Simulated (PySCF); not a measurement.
**CH5BClN (SMILES CNBCl) at wB97X/def2-SVP**

What is the energy change on altering one bond length of CH5BClN at wB97X/def2-SVP? The job is set up through a Python script.

Program for the calculation: PySCF 2.14.0.

3 further runs of the same task are left out: 3 set aside as unsound or not needed.

## (1) The system as given

CH5BClN has 9 atoms, charge 0, and is taken as a singlet. SMILES: `CNBCl`. The shape is that of a PBE0-D4/def2-TZVP optimisation. This is one conformer, not always the lowest.

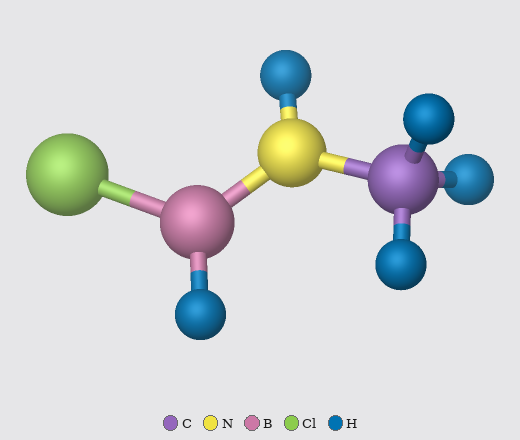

The structure, seen from a chosen angle (carbon purple, nitrogen yellow, boron pink, chlorine green, hydrogen blue).

## (2) A single-point energy at wB97X/def2-SVP

input.py

```python
# CNBCl
from pyscf import gto, dft

mol = gto.Mole()
mol.atom = '''
C      0.963949     0.911037    -1.839459
N     -0.770819    -0.427078    -0.211082
B     -0.493407    -0.784614     2.358756
Cl    -2.825707    -2.484045     4.053085
H      1.713982    -0.322009    -3.319304
H      0.052723     2.530154    -2.745394
H      2.544894     1.606078    -0.718096
H     -2.306411    -1.144229    -1.084514
H      1.288037     0.026834     3.473695
'''
mol.verbose = 3
mol.max_memory = 1860
mol.unit = 'bohr'
mol.basis = 'def2-svp'
mol.build()

ks = dft.RKS(mol, xc='wb97x')
ks.conv_tol = 1e-10
ks.grids.level = 5
ks.kernel()
if not ks.converged:
    ks = ks.newton().run(ks.mo_coeff, ks.mo_occ)

etot = ks.e_tot
print('Final energy', etot)
```

Run with:

```
$ OMP_NUM_THREADS=1 python input.py
```

The log of the run:

```text
converged SCF energy = -580.734345164587
Final energy -580.7343451645871
```

Wall time 29 s (1 thread of Intel Xeon Platinum 8488C (Sapphire Rapids), shared host); peak memory 0.43 GiB.

## (3) The distorted shape, same level

mol.xyz

```xyz
9

C      0.488085     0.510473    -1.177338
N     -0.429915    -0.197627    -0.315638
B     -0.261100    -0.415200     1.248200
Cl    -1.495300    -1.314500     2.144800
H      0.884985    -0.142027    -1.960438
H      0.005885     1.367273    -1.656738
H      1.324685     0.878273    -0.583938
H     -1.242515    -0.577127    -0.777838
H      0.681600     0.014200     1.838200
```

job.py

```python
from pyscf import gto, dft

system = gto.M(
    atom='mol.xyz',
    basis='def2-svp',
    verbose=3,
    max_memory=1860,
)

calc0 = dft.RKS(system, xc='wb97x')
calc0.grids.level = 5
calc0.conv_tol = 1e-10
calc0.kernel()
if not calc0.converged:
    calc0 = calc0.newton().run(calc0.mo_coeff, calc0.mo_occ)

energy = calc0.e_tot
print('Final energy', energy)
```

Run with:

```
$ OMP_NUM_THREADS=1 python job.py
```

The log of the run:

```text
converged SCF energy = -580.710743583725
Final energy -580.7107435837246
```

Wall time 29 s (1 thread of Intel Xeon Platinum 8488C (Sapphire Rapids), shared host); peak memory 0.43 GiB.

## (4) What came out

Level: wB97X/def2-SVP.

| quantity | value |
| --- | --- |
| first shape: total energy | -580.73435 Eh |
| first shape: dipole moment | 2.90 D |
| first shape: HOMO energy | -10.06 eV |
| first shape: LUMO energy | 2.90 eV |
| first shape: HOMO–LUMO gap | 12.96 eV |
| distorted shape: total energy | -580.71074 Eh |
| distorted shape: dipole moment | 2.02 D |
| distorted shape: HOMO energy | -9.45 eV |
| distorted shape: LUMO energy | 2.07 eV |
| distorted shape: HOMO–LUMO gap | 11.52 eV |
| energy change with the N2–B3 bond stretched from 1.381 to 1.588 Å | 0.642 eV |

With the N2–B3 bond stretched from 1.381 to 1.588 Å the energy rises by 0.64 eV (14.8 kcal/mol). The first shape isn't relaxed at this level, so the change isn't measured from a minimum. Mulliken charges (first shape) run from -0.15 on Cl4 to +0.14 on H8; they depend strongly on the basis. Mulliken charges (distorted shape) run from -0.31 on N2 to +0.14 on B3.
